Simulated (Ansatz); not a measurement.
# Al$_{2}$F$_{4}$H$_{2}$O$_{2}$: what the fields show

Input

```
crystal:
  periodic: [false, false, false]
  atoms:
    - {symbol: F, position_ang: [2.209791, -1.410840, -0.181599]}
    - {symbol: Al, position_ang: [0.731995, -1.075956, 0.450631]}
    - {symbol: F, position_ang: [0.147282, -2.054003, 1.632708]}
    - {symbol: O, position_ang: [0.452333, 0.675568, 0.878340]}
    - {symbol: Al, position_ang: [-0.731894, 1.076012, -0.450657]}
    - {symbol: F, position_ang: [-2.209718, 1.410864, 0.181547]}
    - {symbol: F, position_ang: [-0.147209, 2.054029, -1.632760]}
    - {symbol: O, position_ang: [-0.452289, -0.675530, -0.878317]}
    - {symbol: H, position_ang: [0.445472, 1.041494, 1.763190]}
    - {symbol: H, position_ang: [-0.445762, -1.041650, -1.763082]}
basis:
  gaussian: {orbitals: def2-TZVPP}
hamiltonian: {xc: pbe0, dispersion: d4}
output: {orbitals: {seedname: orbitals}}
```

Command:

```sh
ansatz run in.yaml --threads 4 --pin off --events-out ev --progress --plain --max-ram 11315MiB
```

Geometry: PBE0-D4/def2-TZVP.

Method: RKS PBE0-D4/def2-TZVPP (Ansatz 0.2.0).

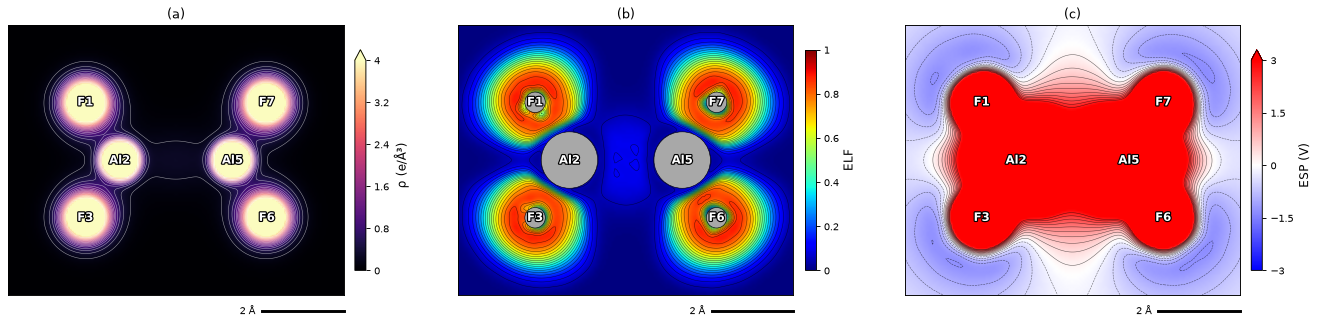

Figure 1. (a) total electron density; (b) electron localisation function; (c) molecular electrostatic potential on the plane of atoms F6, Al5 and F7. Grey discs cover the atomic cores in the ELF map.

Read the bonding off the picture.

Answer. Atoms in the plane: F and Al.
Al–F (1.64 Å): the density is about 0.95 e/Å³ at the midpoint; the ELF peaks at about 0.85 in the valence shell of F, 0.6 Å from its nucleus, and is about 0.35 at the midpoint.
The ELF also peaks beside F3, F6, F1 and F7, away from the bonds: lone-pair regions.
Outside the dense part of the molecule the potential is most negative (−1.3 V) near F1, F3, F6 and F7.

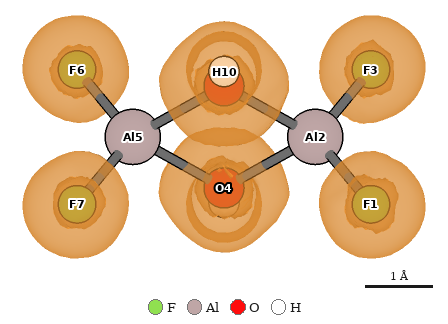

Figure 2. Isosurface of the ELF at 0.75 (orange), seen from one side. Only the valence region is drawn (cores and ρ < 0.01 e/Å³ removed).

Where are the electrons localised?

Answer. At this value the surface marks out four regions wrapped around F (the valence shell of each) and two joined regions spread over several atoms (H, O), in which their bonds and any lone pairs are merged. Profiles from the grid: Al–O (1.82 Å): the ELF peaks at about 0.90 in the valence shell of O, 0.7 Å from its nucleus, and is about 0.45 at the midpoint.

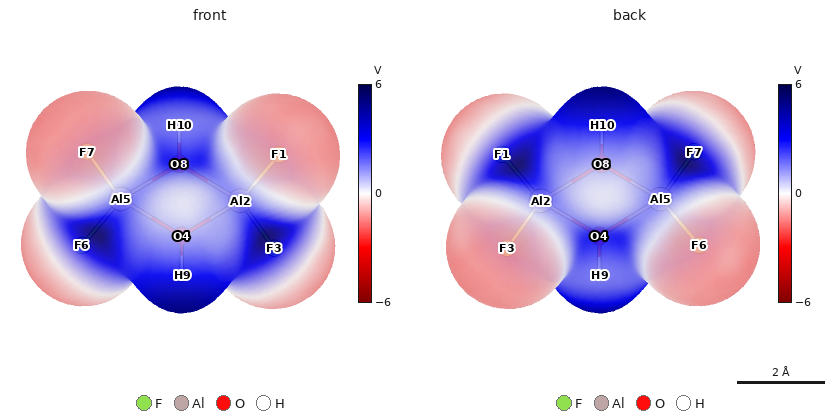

Figure 3. The electrostatic potential painted on the density surface at 0.004 e/bohr³, seen from the front and from behind; red is negative and blue positive.

Which sites attract a positive test charge, and which a negative one?

Answer. A positive charge is drawn to the negative regions and a negative charge to the positive ones. The most negative region (about −1.3 V) lies over F1, F3, F6 and F7, the most positive (about +5.2 V) over Al2 and Al5.

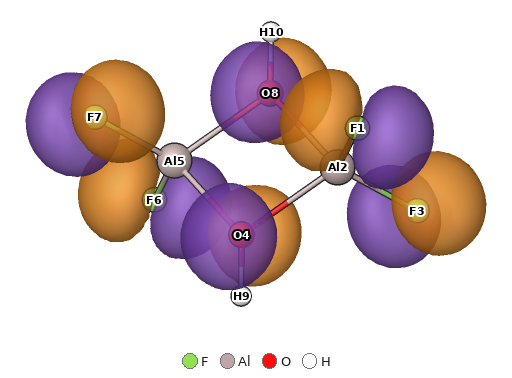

Figure 4. The HOMO at ±0.08 Å⁻³ᐟ² (orange and purple are the two phases), seen at a tilt.

Where does this orbital lie, and at what energy?

Answer. It lies mainly on F1 (about 20 %), F3 (about 20 %), F6 (about 20 %), F7 (about 20 %), O4 (about 10 %) and O8 (about 10 %); it is ungerade (odd under inversion); largely a combination of lone pairs on F1, F3, F6, F7, O4 and O8. Its energy is −11.02 eV.
